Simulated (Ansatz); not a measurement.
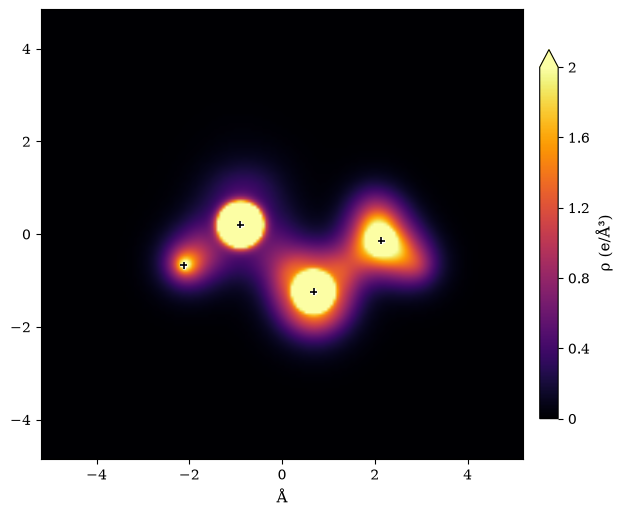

The electron density on a plane through atoms (crosses mark nuclei in the plane).

Method: RKS PBE0/def2-SVP in Ansatz.

Candidates:
A. CH9NSSi2
B. FGeH3OS

**Which candidate gave the map?**

Candidate A: CH9NSSi2 on the plane of atoms C1, S2 and Si3, which holds C, S, Si and H. C–S (1.82 Å): ρ at the midpoint is about 1.2 e/Å³. Si–S (2.15 Å): ρ at the midpoint is about 0.82 e/Å³.
